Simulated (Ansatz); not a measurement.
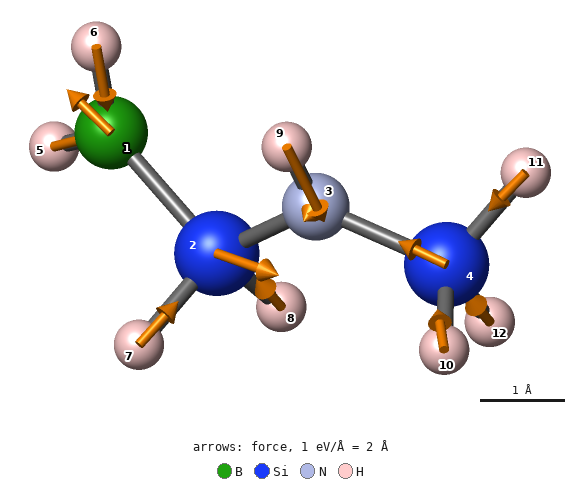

Starting geometry of BSi2NH8 with the computed forces as orange arrows. The picture is a ball-and-stick view, seen at a tilt.

The start comes from PBE-D4/def2-SVP.

All numbers below come from RKS PBE0-D4/def2-TZVP in Ansatz. Settings: force threshold 0.005 eV/Å; at most 150 steps.

Question: What follows when this structure is relaxed?

Answer: It isn't relaxed: the largest force vector, on H9, is 0.65 eV/Å. The final displacements have little in common with the starting forces (cosine between the two patterns 0.25). The atom that moves furthest after the best rigid fit is H12 (0.17 Å). Largest moves by element: H 0.17 Å, Si 0.05 Å, B 0.04 Å, N 0.02 Å. Among the contacts that change: N3–Si4 1.753 → 1.725 Å, Si2–N3 1.761 → 1.733 Å, Si2–H7 1.525 → 1.502 Å, B1–H5 1.218 → 1.197 Å. The energy falls by 5.47 kJ/mol in 12 accepted moves (13 points after the start). The largest force component goes from 0.58 to 0.0047 eV/Å. The line search rejected the trial step at point 11 of the run.
